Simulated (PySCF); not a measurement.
**Cl6Si2, SMILES `Cl[Si](Cl)(Cl)[Si](Cl)(Cl)Cl`: what the electrons do**

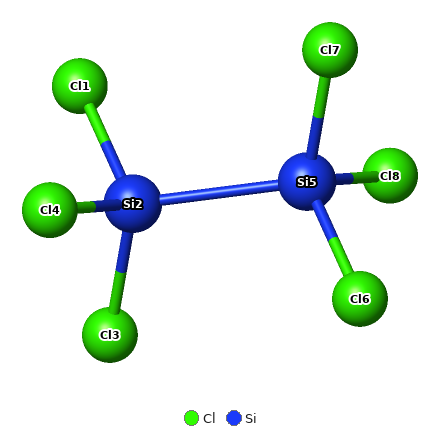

The molecule, with its atoms numbered as below. No frequency check shows the geometry to be a minimum.

Coordinates in Å:

```
Cl1     -1.8816    1.8883    0.0034
Si2     -1.1697   -0.0002   -0.0000
Cl3     -1.8817   -0.9412   -1.6370
Cl4     -1.8817   -0.9470    1.6336
Si5      1.1697    0.0002   -0.0000
Cl6      1.8816   -1.8883    0.0034
Cl7      1.8817    0.9470    1.6336
Cl8      1.8817    0.9412   -1.6370
```

### 1. Local ionisation energy

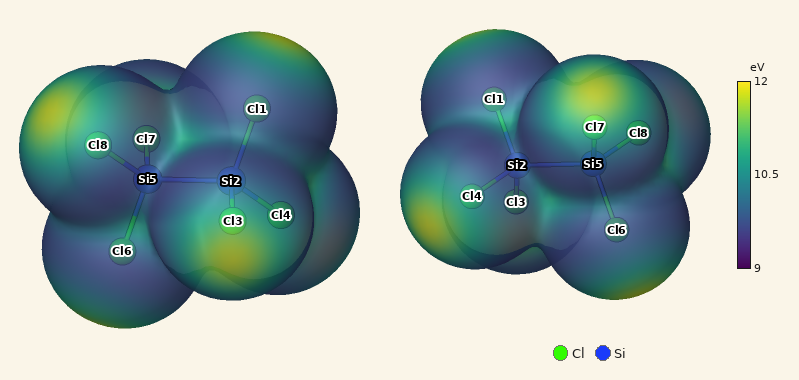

Average local ionisation energy on the surface of electron density 0.001 a.u. (back view left, front view right).

PySCF calculation, PBE/def2-SVPD, gas phase; geometry: GFN2-xTB.

Q: Where are the most loosely bound electrons on this surface?

A: The lowest value is 9.6 eV, 2.1 Å from Cl7, and at like points elsewhere. For comparison, the highest occupied orbital lies at −7.7 eV.

### 2. Excited states

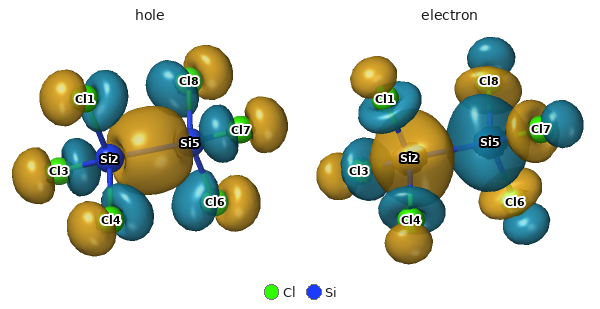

Leading natural transition orbital pair of S₃ (full linear response singlet states); the surfaces enclose about 78 % of each orbital's density.

Level of theory: LC-wPBE/def2-SVP (PySCF), at a geometry from GFN2-xTB. Without diffuse functions Rydberg states are missing, so the states' numbers hold for this basis only.

Q: Give its energy and the atoms that hole and electron lie on.

A: 8.23 eV (151 nm), f = 0.502 (bright); the leading pair carries 94 %; hole on Si2 and Si5 (19 % each) and Cl1, Cl3, Cl4, Cl6, Cl7 and Cl8 (10 % each), electron on Si2 and Si5 (23 % each) and Cl1, Cl3, Cl4, Cl6, Cl7 and Cl8 (9 % each); their centroids lie 0.0 Å apart. In canonical orbitals it is mainly HOMO → LUMO+2 (93 %). The HOMO–LUMO gap is 12.57 eV.

### 3. In an electric field

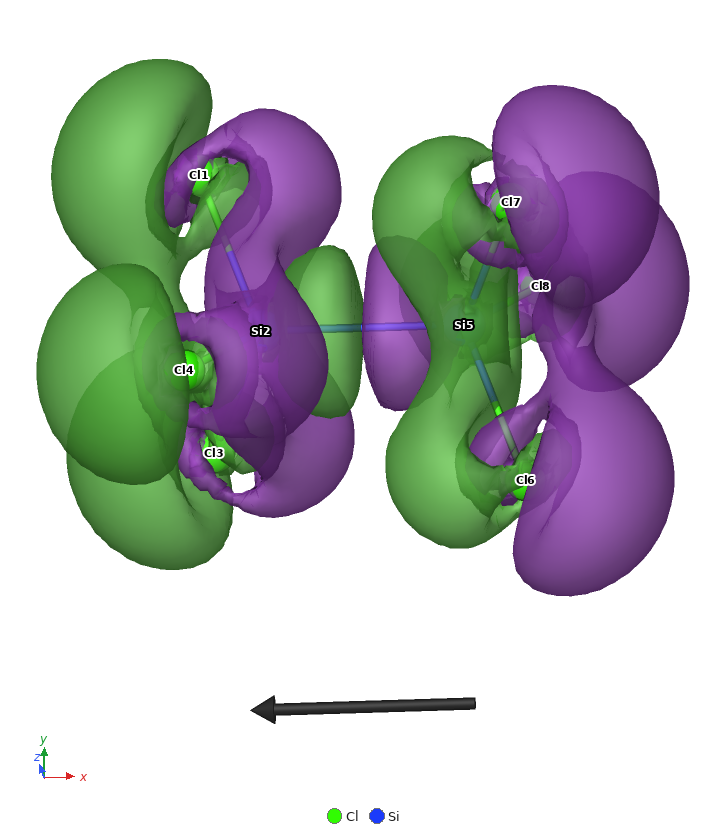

Change of the electron density in a uniform field of 0.21 V/Å along −x (arrow), surfaces at ±0.0008 e/Å³ (purple: gain, green: loss).

Computed with PySCF, ωB97X/6-31+G*, geometry: GFN2-xTB. The basis has diffuse s and p functions alone, which still leaves polarisabilities too small, most of all across bonds.

Q: How large is the response?

A: The induced dipole is 1.12 D (along the field); α along this axis, from the fields in both directions, is 110 bohr³ (16.4 Å³).

Q: Which atoms gain and lose the most charge?

A: Electrons gather most on Cl6, Cl7 and Cl8 alike (Hirshfeld charge changes by −0.010 e) and leave Cl1, Cl3 and Cl4 alike most (+0.011 e); 0.085 electrons are displaced in all.

### 4. Removing or adding an electron

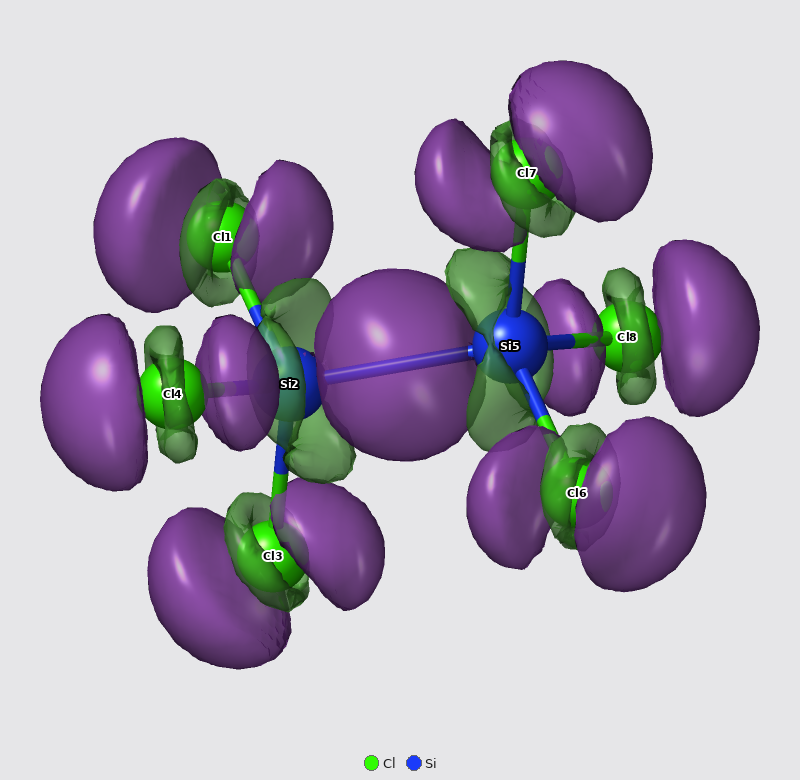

Fukui function f⁻ = ρ(N) − ρ(N−1) at fixed geometry, surfaces at ±0.015 e/Å³ (purple positive, green negative).

Level of theory: B3LYP/def2-SVP (PySCF), at a geometry from GFN2-xTB.

Q: Which atoms respond most to the removal of an electron?

A: f⁻ (Hirshfeld-condensed) is largest on Cl1, Cl3, Cl4, Cl6, Cl7 and Cl8 (0.14 each); the vertical ionisation energy is 10.28 eV (the stability of the cation's solution wasn't checked). Condensed values hint at sites of electrophilic attack but needn't mark the atom that reacts. Orbital relaxation makes it negative in places (0.18 e in all).

```
atom     f⁻  charge
 Cl1  +0.14   −0.08
 Si2  +0.07   +0.25
 Cl3  +0.14   −0.08
 Cl4  +0.14   −0.08
 Si5  +0.07   +0.25
 Cl6  +0.14   −0.08
 Cl7  +0.14   −0.08
 Cl8  +0.14   −0.08
```

### 5. Localised orbitals

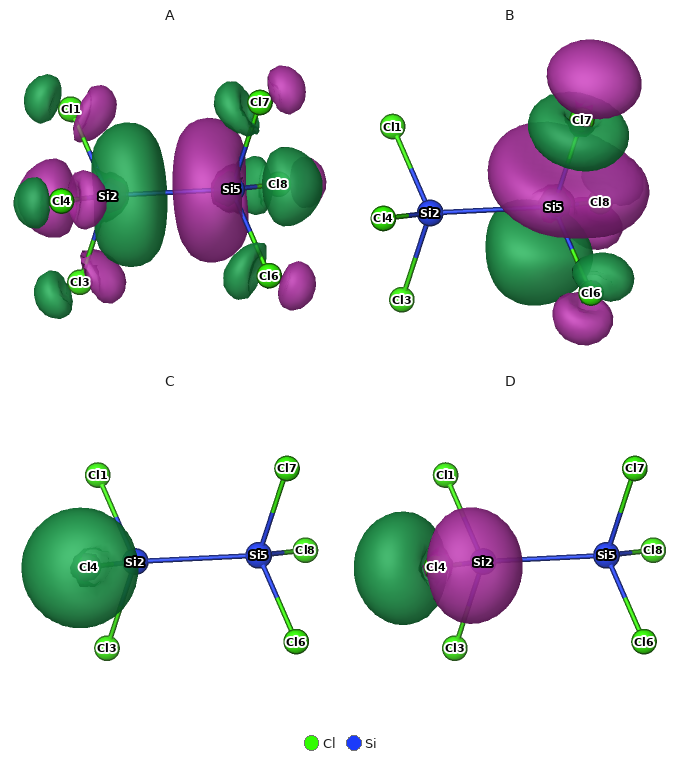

Intrinsic bond orbitals (IBO), occupied and valence-virtual; each surface holds about 80 % of the orbital's density. Energies are diagonal elements of the Fock matrix.

Computed with PySCF, HF/def2-SVPD, geometry: GFN2-xTB.

Q: Identify each orbital.

A: By panel:
- A: σ* orbital Si2–Si5 (Si2 44 %, Si5 44 %; 5.9 eV)
- B: σ* orbital Si5–Cl7, mostly on Si5 (Si5 67 %, Cl7 27 %; 6.7 eV)
- C: lone pair on Cl4 (sp0.4-type) (Cl4 100 %; −24.1 eV)
- D: lone pair on Cl4 (p-type) (Cl4 97 %; −13.9 eV)

Q: Which has the smallest and which the largest spatial spread?

A: Smallest: C (0.88 Å); largest: A (1.79 Å).

Q: How do all the valence pairs divide up?

A: 25 pairs: 18 lone pairs and 7 σ bonds.
